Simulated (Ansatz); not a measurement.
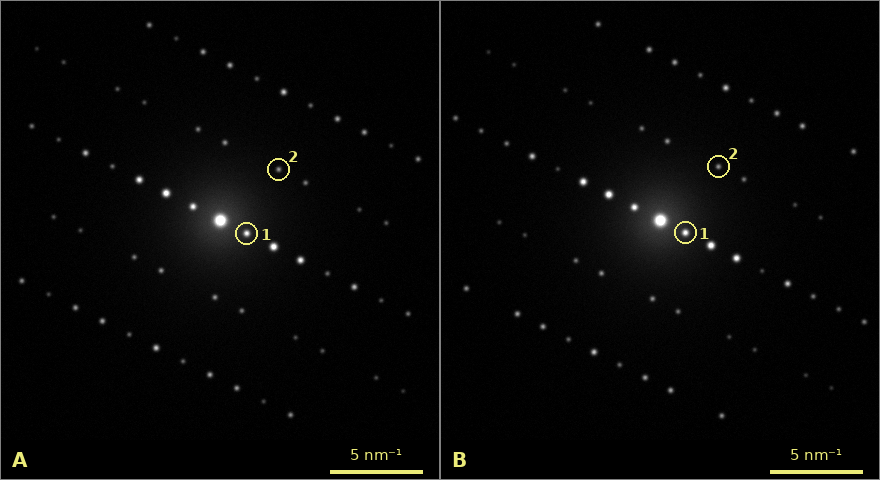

Kinematic electron diffraction patterns (200 kV, B = 0.5 Å², same scale) along [110] of the run's own cell, for the start and the end of one relaxation of SiF with DFT PBE, scalar-relativistic, plane waves, PAW in Ansatz. k mesh 12×12×18. The start is a generated model structure, and the relaxation ends in the nearest stationary point of its symmetry, not necessarily the ground state. Spot 1 is -1 1 0 and spot 2 is -1 1 1 in both.

Start structure:

```yaml
crystal:
  lattice:
    - [1.95424, -6.11771, 0.00000]
    - [1.95424, 6.11771, 0.00000]
    - [0.00000, 0.00000, 2.57096]
  atoms:
    - { symbol: Si, position: [0.90484, 0.09516, 0.25000] }
    - { symbol: Si, position: [0.09516, 0.90484, 0.75000] }
    - { symbol: F, position: [0.60500, 0.39500, 0.25000] }
    - { symbol: F, position: [0.39500, 0.60500, 0.75000] }
```

**Which pattern belongs to the start structure, and which to the relaxed one?**

A is the start: its cell gives d(1) = 6.118 Å, d(2) = 2.370 Å and an angle of 67.2°. B is the relaxed structure, with d(1) = 6.437 Å (+5.2 %), d(2) = 2.321 Å (-2.1 %) and 68.9°.

**Summarise the relaxation behind the change.**

The volume changed by +2.1 % to 15.70 Å³ an atom; with the mean shift removed, the atoms moved by up to 0.06 Å relative to the cell (F most); the space group stayed Cmcm (No. 63); the free energy fell by 9.6 meV an atom. Relaxed cell: a = 6.729 Å, b = 6.729 Å, c = 2.489 Å, α = 90.00°, β = 90.00°, γ = 146.14°.
